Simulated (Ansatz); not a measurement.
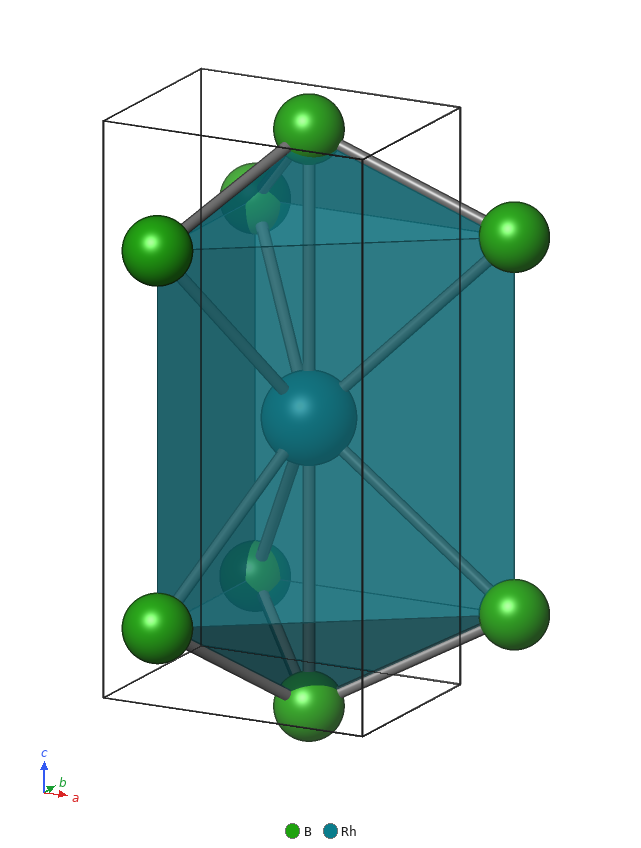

Crystal structure, polyhedral style, seen slightly off an axis. Thin lines show the conventional unit cell, with boundary atoms drawn in all their periodic places. Some atoms of the next cells are drawn as well.

B3Rh, space group P-6m2 (No. 187), a = 2.908 Å, b = 2.908 Å, c = 4.597 Å, α = 90.00°, β = 90.00°, γ = 120.00°. Origin of the cell: a structure type filled with these elements by a generator (whether the compound takes this form wasn't checked). Earlier steps of the study may have refined or changed the cell and positions. A calculation with Ansatz used it as input.

This one geometry was computed with Ansatz (DFT, plane waves, PAW) at three levels of theory: LDA, r2SCAN and PBE.

**Which level gives the highest pressure at this volume, and what does that say about its equilibrium volume?**

Highest: PBE (0.0 GPa), which points to the largest equilibrium volume. Lowest, with the smallest volume: LDA (-11.7 GPa). Levels within 0.5 GPa of each other can't be told apart.

**How does the band gap change with the level of theory?**

All levels give a metal.

**Collect the results in a table.**

| level | cutoff (eV) | k-mesh of the run's cell | gap (eV) | pressure (GPa) |
| --- | --- | --- | --- | --- |
| LDA | 420 | 18×18×10 | metal | -11.7 |
| r2SCAN | 500 | 18×18×10 | metal | -2.8 |
| PBE | 420 | 18×18×10 | metal | 0.0 |

Gaps are taken on the k-mesh or band path of each run.
